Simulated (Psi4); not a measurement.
# TPSSh/aug-cc-pVDZ run of [BF4]− (tetrafluoroborate)

What is the energy change on altering one bond length of [BF4]− (tetrafluoroborate) at TPSSh/aug-cc-pVDZ? 

Program for the calculation: Psi4 1.11.

1 further run of the same task is left out (it didn't finish). Runs told in other sessions of the task aren't counted.

### Step 1. Starting point

[BF4]−: 5 atoms, total charge -1, spin state singlet. As SMILES, `F[B-](F)(F)F`. Geometry: relaxed at PBE0-D4/def2-TZVPD.

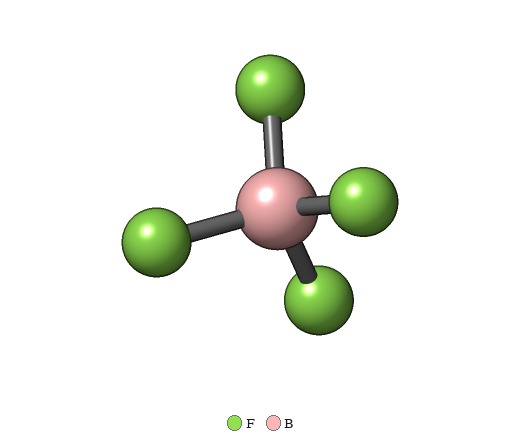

The structure, seen from a chosen angle (fluorine green, boron pink).

### Step 2. Energy and forces at TPSSh/aug-cc-pVDZ

The input, job.json:

```json
{
 "schema_name": "qcschema_input",
 "schema_version": 1,
 "molecule": {
  "schema_name": "qcschema_molecule",
  "schema_version": 2,
  "symbols": ["F", "B", "F", "F", "F"],
  "geometry": [-0.10790336, -0.07596699, 2.65317548, 0.0, 0.0, 0.00018897, 1.79316112, -1.75933502, -0.86398278, -2.38577923, -0.60301161, -1.00098793, 0.70052147, 2.43831362, -0.78839374],
  "molecular_charge": -1,
  "molecular_multiplicity": 1,
  "fix_symmetry": "c1"
 },
 "driver": "gradient",
 "model": {
  "method": "tpssh",
  "basis": "aug-cc-pVDZ"
 },
 "keywords": {
  "reference": "rks",
  "puream": true,
  "e_convergence": 1e-09,
  "d_convergence": 1e-08,
  "scf_type": "pk",
  "dft_radial_points": 99,
  "dft_spherical_points": 590
 }
}
```

Launch:

```
$ psi4 --qcschema job.json -n 1 --memory 2200MB
```

stdout, shortened:

```text
[...]
  Running in c1 symmetry.
[...]
  Nuclear repulsion =  179.786669173934229
[...]
  Multiplicity = 1
[...]
  Nalpha       = 21
  Nbeta        = 21
[...]
    Number of basis functions: 115
[...]
   @RKS iter   1:  -424.35518630378562   -6.36125e-01   6.86201e-03 DIIS/ADIIS
[...]
   @RKS iter   9:  -424.57005444452096   -2.44427e-12   1.39174e-09 DIIS
[...]
    Orbital Energies [Eh]
    ---------------------
    Doubly Occupied:
       1A    -24.379797     2A    -24.379751     3A    -24.379738
       4A    -24.379736     5A     -6.604574     6A     -0.976272
       7A     -0.922158     8A     -0.922093     9A     -0.922085
      10A     -0.332998    11A     -0.273503    12A     -0.273477
      13A     -0.273474    14A     -0.185760    15A     -0.185758
      16A     -0.165522    17A     -0.165509    18A     -0.165508
      19A     -0.131535    20A     -0.131534    21A     -0.131512
[...]
  @RKS Final Energy:  -424.57005444452096
   => Energetics <=
    Nuclear Repulsion Energy =            179.7866691739342286
    One-Electron Energy =                -959.5615152725351891
    Two-Electron Energy =                 397.0432168863299580
    DFT Exchange-Correlation Energy =     -41.8384252322499535
    Empirical Dispersion Energy =           0.0000000000000000
    VV10 Nonlocal Energy =                  0.0000000000000000
    Total Energy =                       -424.5700544445209630
[...]
 Multipole Moments:
 ------------------------------------------------------------------------------------
     Multipole            Electronic (a.u.)      Nuclear  (a.u.)        Total (a.u.)
 ------------------------------------------------------------------------------------
 L = 1.  Multiply by 2.5417464519 to convert [e a0] to [Debye]
 Dipole X            :          0.0000218           -0.0000000            0.0000218
 Dipole Y            :         -0.0000495           -0.0000000           -0.0000495
 Dipole Z            :          0.0005532           -0.0000444            0.0005088
 Magnitude           :                                                    0.0005117
[...]
  -Total Gradient:
     Atom            X                  Y                   Z
    ------   -----------------  -----------------  -----------------
       1        0.000578134364     0.000399102860    -0.014066765977
       2        0.000006291492    -0.000011912142     0.000105121660
       3       -0.009493456905     0.009336953246     0.004588134585
       4        0.012624321595     0.003202470644     0.005283616854
       5       -0.003704934679    -0.012896594759     0.004160433286
[...]
```

The result, in JSON:

```text
{
 "driver": "gradient",
 "model": {
  "method": "tpssh",
  "basis": "aug-cc-pVDZ"
 },
 "success": true,
 "return_result": [0.0005781343638386147, 0.0003991028602157859, -0.014066765976769091, 6.29149225470264e-06, -1.191214210371139e-05, 0.00010512166014972507, -0.009493456904772102, 0.009336953246496943, 0.004588134584502704, 0.012624321595200216, 0.003202470644038731, 0.005283616853801784, -0.0037049346786104803, -0.01289659475856661, 0.004160433286419574],
 "properties": {
  "calcinfo_nbasis": 115,
  "calcinfo_nmo": 115,
  "calcinfo_nalpha": 21,
  "calcinfo_nbeta": 21,
  "calcinfo_natom": 5,
  "nuclear_repulsion_energy": 179.78666917393423,
  "return_energy": -424.57005444452096,
  "return_gradient": [0.0005781343638386147, 0.0003991028602157859, -0.014066765976769091, 6.29149225470264e-06, -1.191214210371139e-05, 0.00010512166014972507, -0.009493456904772102, 0.009336953246496943, 0.004588134584502704, 0.012624321595200216, 0.003202470644038731, 0.005283616853801784, -0.0037049346786104803, -0.01289659475856661, 0.004160433286419574],
  "scf_one_electron_energy": -959.5615152725352,
  "scf_two_electron_energy": 397.04321688632996,
  "scf_xc_energy": -41.83842523224995,
  "scf_dipole_moment": [2.1760832557504717e-05, -4.9506168868326816e-05, 0.0005088098491838888],
  "scf_total_energy": -424.57005444452096,
  "scf_total_gradient": [0.0005781343638386147, 0.0003991028602157859, -0.014066765976769091, 6.29149225470264e-06, -1.191214210371139e-05, 0.00010512166014972507, -0.009493456904772102, 0.009336953246496943, 0.004588134584502704, 0.012624321595200216, 0.003202470644038731, 0.005283616853801784, -0.0037049346786104803, -0.01289659475856661, 0.004160433286419574],
  "scf_iterations": 9
 }
}
```

Wall time 89 s (1 thread of AMD EPYC 7R43 (Zen 3), shared host); peak memory 0.77 GiB.

### Step 3. The distorted shape at the same level

The input, bf4.py:

```python
import psi4

psi4.set_memory(2200000000)
psi4.set_num_threads(1)
psi4.set_output_file('run.log', False)

mol = psi4.geometry("""
-1 1
F     -0.085652    -0.060301     2.105996
B      0.000000     0.000000     0.000100
F      0.948900    -0.931000    -0.457200
F     -1.262500    -0.319100    -0.529700
F      0.370700     1.290300    -0.417200
symmetry c1
""")

psi4.set_options({
    'reference': 'rks',
    'puream': True,
    'e_convergence': 1e-09,
    'd_convergence': 1e-08,
    'scf_type': 'pk',
    'dft_radial_points': 99,
    'dft_spherical_points': 590,
})

result, w = psi4.gradient("tpssh/aug-cc-pVDZ", return_wfn=True)
psi4.oeprop(w, "MAYER_INDICES", "QUADRUPOLE", "LOWDIN_CHARGES")
print('gradient / Eh bohr^-1')
print(result.np.round(6))
print(f'energy = {w.energy():.10f} Eh')
for k, v in sorted(psi4.core.scalar_variables().items()):
    print(f'{k:45s} {v:18.10f}')
```

Launch:

```
$ python bf4.py
```

run.log, shortened:

```text
[...]
  Running in c1 symmetry.
[...]
  Nuclear repulsion =  162.495189860720927
[...]
  Multiplicity = 1
[...]
  Nalpha       = 21
  Nbeta        = 21
[...]
    Number of basis functions: 115
[...]
   @RKS iter   1:  -424.27189879547126   -8.46915e-01   7.05662e-03 DIIS/ADIIS
[...]
   @RKS iter  12:  -424.49997017622758   -2.27374e-12   9.84925e-10 DIIS
[...]
  @RKS Final Energy:  -424.49997017622758
   => Energetics <=
    Nuclear Repulsion Energy =            162.4951898607209273
    One-Electron Energy =                -924.2191734469494122
    Two-Electron Energy =                 378.8982382192366458
    DFT Exchange-Correlation Energy =     -41.6742248092356746
    Empirical Dispersion Energy =           0.0000000000000000
    VV10 Nonlocal Energy =                  0.0000000000000000
    Total Energy =                       -424.4999701762275777
[...]
  -Total Gradient:
     Atom            X                  Y                   Z
    ------   -----------------  -----------------  -----------------
       1       -0.002428979506    -0.001711708425     0.059752423556
       2       -0.000234884603    -0.000180970511     0.006023005750
       3        0.006453055356    -0.004983045683    -0.021866880551
       4       -0.006714843869    -0.001359287824    -0.022290971733
       5        0.002982498201     0.008244066218    -0.021602055281
[...]
 Multipole Moments:
 ------------------------------------------------------------------------------------
     Multipole            Electronic (a.u.)      Nuclear  (a.u.)        Total (a.u.)
 ------------------------------------------------------------------------------------
 L = 1.  Multiply by 2.5417464519 to convert [e a0] to [Debye]
 Dipole X            :          0.0557762           -0.0025375            0.0532387
 Dipole Y            :          0.0391851           -0.0017864            0.0373987
 Dipole Z            :         -1.3699678            0.0623444           -1.3076234
 Magnitude           :                                                    1.3092410
 L = 2.  Multiply by 1.3450342976 to convert [e a0^2] to [Debye ang]
 Quadrupole XX       :       -108.1057463           84.8129305          -23.2928158
 Quadrupole XY       :         -0.0977456            0.0897010           -0.0080446
[...]
```

The script printed:

```text
gradient / Eh bohr^-1
[[-0.002429 -0.001712  0.059752]
 [-0.000235 -0.000181  0.006023]
 [ 0.006453 -0.004983 -0.021867]
 [-0.006715 -0.001359 -0.022291]
 [ 0.002982  0.008244 -0.021602]]
energy = -424.4999701762 Eh
CURRENT ENERGY                                   -424.4999701762
CURRENT REFERENCE ENERGY                         -424.4999701762
DD SOLVATION ENERGY                                 0.0000000000
DFT FUNCTIONAL TOTAL ENERGY                      -424.4999701762
DFT TOTAL ENERGY                                 -424.4999701762
DFT VV10 ENERGY                                     0.0000000000
DFT XC ENERGY                                     -41.6742248092
GRID ELECTRONS ALPHA                               21.0000002558
GRID ELECTRONS BETA                                21.0000002558
GRID ELECTRONS TOTAL                               42.0000005117
NUCLEAR REPULSION ENERGY                          162.4951898607
ONE-ELECTRON ENERGY                              -924.2191734469
PCM POLARIZATION ENERGY                             0.0000000000
PE ENERGY                                           0.0000000000
SCF ITERATION ENERGY                             -424.4999701762
SCF ITERATIONS                                     12.0000000000
SCF TOTAL ENERGY                                 -424.4999701762
TWO-ELECTRON ENERGY                               378.8982382192
XC GRID RADIAL POINTS                              99.0000000000
XC GRID SPHERICAL POINTS                          590.0000000000
XC GRID TOTAL POINTS                           285033.0000000000
```

Run time: 99 s. Hardware: 1 thread of AMD EPYC 7R43 (Zen 3), shared host; peak memory 0.81 GiB.

### Step 4. What came out

At TPSSh/aug-cc-pVDZ:

| quantity | value |
| --- | --- |
| first shape: total energy | -424.57005 Eh |
| first shape: HOMO energy | -3.58 eV |
| first shape: LUMO energy | 4.24 eV |
| first shape: HOMO–LUMO gap (to an unbound level, set by the basis) | 7.82 eV |
| first shape: largest force on an atom | 0.724 eV/Å |
| distorted shape: total energy | -424.49997 Eh |
| distorted shape: HOMO energy | -2.37 eV |
| distorted shape: LUMO energy | 3.77 eV |
| distorted shape: HOMO–LUMO gap (to an unbound level, set by the basis) | 6.14 eV |
| distorted shape: largest force on an atom | 3.076 eV/Å |
| energy change with the F1–B2 bond stretched from 1.406 to 2.108 Å | 1.907 eV |

What this shows: With the F1–B2 bond stretched from 1.406 to 2.108 Å the energy rises by 1.91 eV (184 kJ/mol). The first shape isn't relaxed at this level, so the change isn't measured from a minimum. The largest force (first shape) is 0.72 eV/Å: the shape isn't a stationary point for this species at this level.
